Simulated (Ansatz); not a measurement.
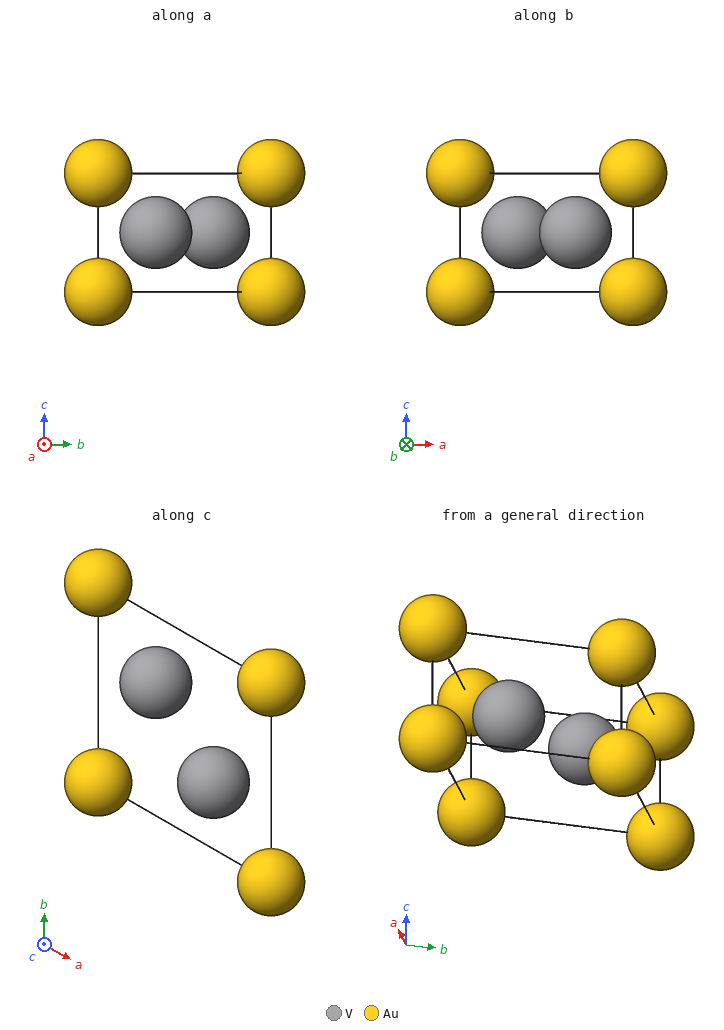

An orthographic spheres-only view of the structure, along the a axis, along the b axis, along the c axis and from a general direction. The box is the conventional unit cell; atoms on or close to its faces, edges and corners are drawn wherever they repeat.

Count the atoms and give the formula.

V2Au. The cell holds 2 V, 1 Au, counting shared atoms by their share.

State the lattice type.

Primitive hexagonal.

Which of the 230 space groups is it?

P6/mmm (No. 191), with V on 2d and Au on 1a.

What is the name of this structure type?

AlB₂ type.

It derives from a textbook structure type filled with these elements (whether it is the usual form wasn't checked). This is the structure after a relaxation with Ansatz 0.2.0, DFT PBE, scalar-relativistic, plane waves, PAW.
